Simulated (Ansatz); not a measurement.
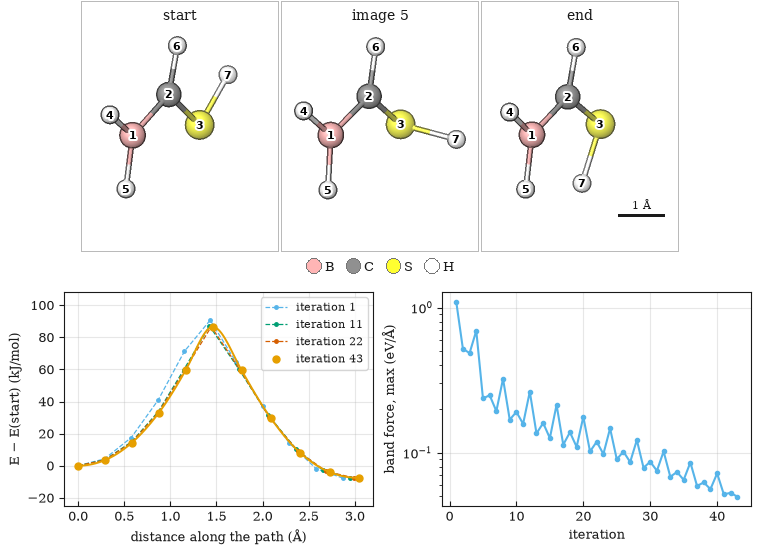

NEB run on CH₄BS (multiplicity 2). Images are numbered from 0 (start) to 10 (end). The plot follows the band through its iterations. Style: ball-and-stick. Shown from a free direction.

Computed with UKS LDA/def2-SVP in Ansatz 0.2.0.

The input:
```yaml
crystal:
  periodic: [false, false, false]
  atoms:
    - { symbol: B, position_ang: [-0.983357, 0.307764, -0.649947] }
    - { symbol: C, position_ang: [0.131871, 0.132602, 0.342881] }
    - { symbol: S, position_ang: [1.342744, -1.018151, 0.00778] }
    - { symbol: H, position_ang: [-1.864742, 1.123864, -0.43759] }
    - { symbol: H, position_ang: [-0.99902, -0.371859, -1.667321] }
    - { symbol: H, position_ang: [0.234786, 0.696549, 1.288091] }
    - { symbol: H, position_ang: [2.137719, -0.870749, 1.116118] }
magnetization:
  spin_polarized: true
  initial_magnetization: 1
basis:
  gaussian: { orbitals: def2-SVP }
hamiltonian:
  xc: lda
neb:
  order_check: false
  images: 9
  f_tol: 0.05
  max_iterations: 60
  initial_path: idpp
  optimiser: lbfgs
  climbing: immediate
  final_atoms:
    - { symbol: B, position_ang: [-0.79232683, 0.23711329, -0.5396948] }
    - { symbol: C, position_ang: [0.14300556, 0.32126437, 0.63318727] }
    - { symbol: S, position_ang: [1.54525392, -0.62507026, 0.81308886] }
    - { symbol: H, position_ang: [-1.78136937, 0.94690436, -0.60462003] }
    - { symbol: H, position_ang: [-0.53713005, -0.56481733, -1.43316748] }
    - { symbol: H, position_ang: [0.01198047, 1.00614689, 1.49375409] }
    - { symbol: H, position_ang: [1.4105873, -1.32152131, -0.36253592] }
```

Launched with:
```bash
ansatz run input.yaml --threads 1 --pin off --max-ram 2048MiB --backend cpu --events-out ev --progress --plain --runs-dir out
```

**Judge this run.**

The run is converged, with reservations. The band converged in 43 iterations. The largest component of the band force went from 1.1 to 0.05 eV/Å. The climbing image converged on the top of the path. Its curvatures weren't checked. The first iteration put the highest image at 90.7 kJ/mol. The energy climbs by 86.5 kJ/mol to image 5 and then falls by 94.1 kJ/mol, so the end point sits at −7.6 kJ/mol.
